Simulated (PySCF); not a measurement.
# MP2/6-31G(d,p) (spherical functions) run of CH6AlF2N (SMILES [NH3+][AlH2-][CH](F)F)

Aim: the vertical singlet–triplet gap of CH6AlF2N at MP2/6-31G** (spherical functions), from 2 runs. The job is set up through a Python script.

The results are computed with PySCF 2.14.0.

### Step 1. The structure to begin with

CH6AlF2N: 11 atoms, total charge 0, spin state singlet. As SMILES, `[NH3+][AlH2-][CH](F)F`. Geometry: a GFN2-xTB relaxation, a rough one for these elements and not checked as a minimum. This is one conformer, not always the lowest.

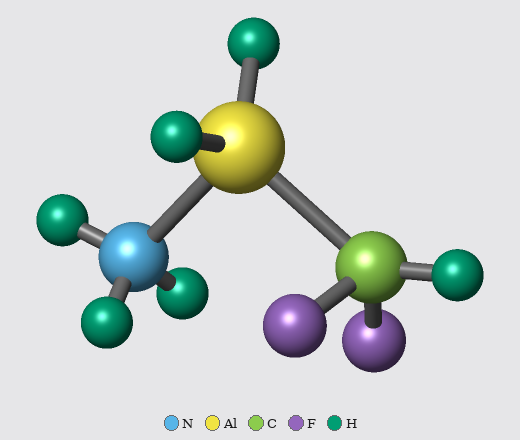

Viewed from a chosen angle; nitrogen blue, aluminium yellow, carbon green, fluorine purple, hydrogen teal.

### Step 2. The energy at MP2/6-31G(d,p) (spherical functions)

The input, run.py:

```python
from pyscf import gto, mp

system = gto.M(
    atom='''
N     -1.180970     0.283750     0.752160
Al     0.862280     0.259080     0.668560
C      0.826330    -0.282230    -1.320420
F      0.354840    -1.503810    -0.764210
F     -0.269230     0.170790    -2.032860
H     -1.527360    -0.676650     0.732860
H     -1.520620     0.746270    -0.093620
H     -1.588810     0.755250     1.555840
H      1.243990    -0.898560     1.617320
H      1.234330     1.728830     0.959800
H      1.565220    -0.582740    -2.075440
''',
    verbose=4,
    basis='6-31g**',
    charge=0,
    spin=0,
    max_memory=1860,
)

mf = system.RHF()
mf.conv_tol = 1e-10
mf.kernel()
if not mf.converged:
    mf = mf.newton().run(mf.mo_coeff, mf.mo_occ)

pt = mp.MP2(mf, frozen=9).run()
e_tot = pt.e_tot
print('E = %.10f Eh' % e_tot)
```

The run is started by

```bash
$ OMP_NUM_THREADS=1 python run.py
```

The log of the run:

```text
PySCF version 2.14.0

[... 69 lines left out ...]
converged SCF energy = -536.587437039097
[... 1 line left out ...]
******** <class 'pyscf.mp.mp2.RMP2'> ********
nocc = 16, nmo = 95
frozen orbitals 9
E(RMP2) = -537.316947219338  E_corr = -0.729510180241285
E(SCS-RMP2) = -537.30709624094  E_corr = -0.7196592018427
E_corr(same-spin) = -0.179715016669433
E_corr(oppo-spin) = -0.549795163571852
E = -537.3169472193 Eh
```

It took 4.2 s on 1 thread of Arm Neoverse V1, shared host; peak memory 0.29 GiB.

### Step 3. The triplet at the same level

The input, input.xyz:

```xyz
11

N     -1.180970     0.283750     0.752160
Al     0.862280     0.259080     0.668560
C      0.826330    -0.282230    -1.320420
F      0.354840    -1.503810    -0.764210
F     -0.269230     0.170790    -2.032860
H     -1.527360    -0.676650     0.732860
H     -1.520620     0.746270    -0.093620
H     -1.588810     0.755250     1.555840
H      1.243990    -0.898560     1.617320
H      1.234330     1.728830     0.959800
H      1.565220    -0.582740    -2.075440
```

The input, job.py:

```python
from pyscf import gto, mp

system = gto.M(
    atom='input.xyz',
    verbose=3,
    basis='6-31g**',
    spin=2,
    max_memory=1860,
)

calc0 = system.UHF()
calc0.conv_tol = 1e-10
calc0.kernel()
if not calc0.converged:
    calc0 = calc0.newton().run(calc0.mo_coeff, calc0.mo_occ)

pt = mp.MP2(calc0, frozen=9).run()
e_final = pt.e_tot
print('E = %.10f Eh' % e_final)
```

The run is started by

```bash
$ OMP_NUM_THREADS=1 python job.py
```

The log of the run:

```text
WARN: HOMO 0.0503033021332313 >= LUMO -0.243602344208126

WARN: HOMO -0.111806997861791 >= LUMO -0.209471578889977

WARN: HOMO -0.0937953591956262 >= LUMO -0.107792912985202

converged SCF energy = -536.352464899139  <S^2> = 2.0126809  2S+1 = 3.0084421
E(UMP2) = -537.081042371549  E_corr = -0.728577472409871
E(SCS-UMP2) = -537.066199625084  E_corr = -0.71373472594513
E = -537.0810423715 Eh
```

It took 8.4 s on 1 thread of Arm Neoverse V1, shared host; peak memory 0.32 GiB.

### Step 4. Results

At MP2/6-31G** (spherical functions), 9 core orbitals frozen:

| quantity | value |
| --- | --- |
| singlet: total energy | -537.31695 Eh |
| singlet: dipole moment (Hartree–Fock density) | 3.93 D |
| singlet: HOMO energy (Hartree–Fock orbitals) | -10.29 eV |
| singlet: LUMO energy (Hartree–Fock orbitals) | 2.99 eV |
| singlet: HOMO–LUMO gap (Hartree–Fock orbitals) | 13.28 eV |
| singlet: correlation energy (9 core orbitals frozen) | -729.5 mEh |
| triplet: total energy | -537.08104 Eh |
| triplet: dipole moment (Hartree–Fock density) | 6.84 D |
| triplet: HOMO energy (Hartree–Fock orbitals) (highest over α and β) | -2.96 eV |
| triplet: LUMO energy (Hartree–Fock orbitals) (lowest over α and β) | -1.45 eV |
| triplet: correlation energy (9 core orbitals frozen) | -728.6 mEh |
| triplet: ⟨S²⟩ of the reference determinant | 2.013 |
| vertical energy of the triplet above the singlet | 6.419 eV |

What this shows: At this shape the triplet lies 6.42 eV (619 kJ/mol) above the singlet. Mulliken charges (singlet) of the mean-field density run from -0.84 on N1 to +0.70 on Al2. Mulliken charges (triplet) of the mean-field density run from -0.81 on N1 to +0.66 on C3.
